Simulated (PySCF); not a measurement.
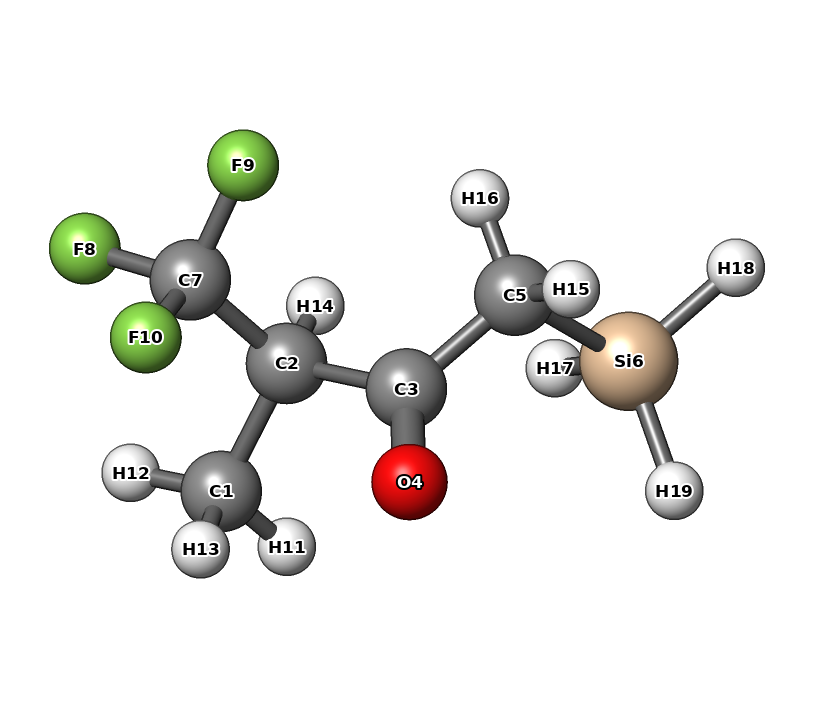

The thickness of each stick grows with its Mayer bond order. Computed geometry: GFN2-xTB optimisation. No frequency run is at hand to confirm it as a minimum. Method: PBE0/pcSseg-1 (PySCF 2.14.0).

Question. Which bond between heavy atoms has the highest Mayer bond order?

Answer. C3–O4, 2.02, at a length of 1.204 Å.

List the Mayer bond orders of C1–C2, C2–C3, C2–C7, C3–O4, C3–C5, C5–Si6, C7–F8, C7–F9, C7–F10 (bonds between heavy atoms, one of each equivalent set).

| bond | Mayer order | length (Å) |
| --- | --- | --- |
| C1–C2 | 1.02 | 1.526 |
| C2–C3 | 0.85 | 1.544 |
| C2–C7 | 0.98 | 1.522 |
| C3–O4 | 2.02 | 1.204 |
| C3–C5 | 1.02 | 1.477 |
| C5–Si6 | 0.85 | 1.924 |
| C7–F8 | 1.00 | 1.345 |
| C7–F9 | 0.98 | 1.346 |
| C7–F10 | 1.02 | 1.333 |

The geometry is semi-empirical. Around Si such bond lengths and angles can be off by a tenth of an ångström or more and by several degrees, and values that hang on the shape move with them.
